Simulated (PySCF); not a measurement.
# GeS (germanium sulfide) at M06-2X/STO-6G

Aim: the vertical ionisation energy of GeS (germanium sulfide) at M06-2X/STO-6G, from 2 runs. Input form: a Python script.

The calculation is run with PySCF 2.14.0.

12 further runs of the same task are left out: 5 that didn't finish, 7 set aside as unsound or not needed.

## Step 1: The molecule

GeS: 2 atoms, total charge 0, spin state singlet. As SMILES, `[S+]#[Ge-]`. Geometry: the measured bond length.

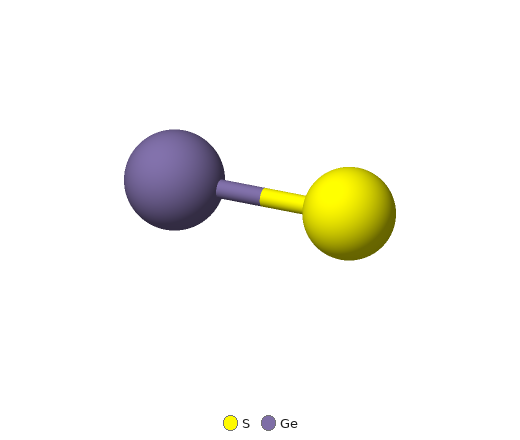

Viewed from a chosen angle; sulfur yellow, germanium purple.

## Step 2: A single-point energy at M06-2X/STO-6G

File job.py:

```python
# germanium sulfide (GeS)
from pyscf import gto, dft

mol = gto.M(
    atom='''
S        0.000000       0.000000       0.000000
Ge       0.000000       0.000000       2.012086
''',
    basis='sto-6g',
    verbose=3,
    spin=0,
    max_memory=1860,
)

mf = dft.RKS(mol, xc='m06-2x')
mf.conv_tol = 1e-10
mf.grids.level = 5
mf.kernel()
if not mf.converged:
    mf = mf.newton().run(mf.mo_coeff, mf.mo_occ)

e_tot = mf.e_tot
print('E(%s) = %.9f' % ('M06-2X', e_tot))
```

Command:

```
$ OMP_NUM_THREADS=1 python job.py
```

Output:

```text
converged SCF energy = -2462.28296533675
E(M06-2X) = -2462.282965337
```

Run time: 4.2 s. Hardware: 1 thread of Arm Neoverse V1, shared host; peak memory 0.21 GiB.

## Step 3: The doublet cation

File input.py:

```python
from pyscf import gto, dft

mol = gto.Mole()
mol.atom = '''
S      0.000000     0.000000     0.000000
Ge     0.000000     0.000000     3.802291
'''
mol.basis = 'sto-6g'
mol.max_memory = 1860
mol.verbose = 3
mol.spin = 1
mol.unit = 'bohr'
mol.charge = 1
mol.build()

mf = dft.UKS(mol)
mf.xc = 'm06-2x'
mf.grids.level = 5
mf.conv_tol = 1e-10
mf.kernel()
if not mf.converged:
    mf = mf.newton().run(mf.mo_coeff, mf.mo_occ)

e_final = mf.e_tot
print('E(%s) = %.9f' % ('M06-2X', e_final))
```

Command:

```
$ OMP_NUM_THREADS=1 python input.py
```

Output:

```text
WARN: HOMO -0.472163635429793 >= LUMO -0.472163635429797

converged SCF energy = -2462.00884860404  <S^2> = 0.75902454  2S+1 = 2.0090043
E(M06-2X) = -2462.008848604
```

Run time: 8.4 s. Hardware: 1 thread of Arm Neoverse V1, shared host; peak memory 0.21 GiB.

## Step 4: What came out

Level: M06-2X/STO-6G.

| quantity | value |
| --- | --- |
| singlet GeS: total energy | -2462.28297 Eh |
| singlet GeS: dipole moment | 0.53 D |
| singlet GeS: HOMO energy | -5.20 eV |
| singlet GeS: LUMO energy | 2.56 eV |
| singlet GeS: HOMO–LUMO gap | 7.76 eV |
| doublet cation: total energy | -2462.00885 Eh |
| doublet cation: HOMO energy (highest over α and β) | -13.53 eV |
| doublet cation: LUMO energy (lowest over α and β) | -9.43 eV |
| doublet cation: ⟨S²⟩ | 0.759 |
| vertical ionisation energy (to the doublet cation) | 7.459 eV |

In words: The vertical ionisation energy comes to 7.46 eV (172 kcal/mol). −ε(HOMO) before ionisation, 5.20 eV, is 2.25 eV below this ionisation energy. In a minimal basis such a difference can be off by several eV, whatever the method.
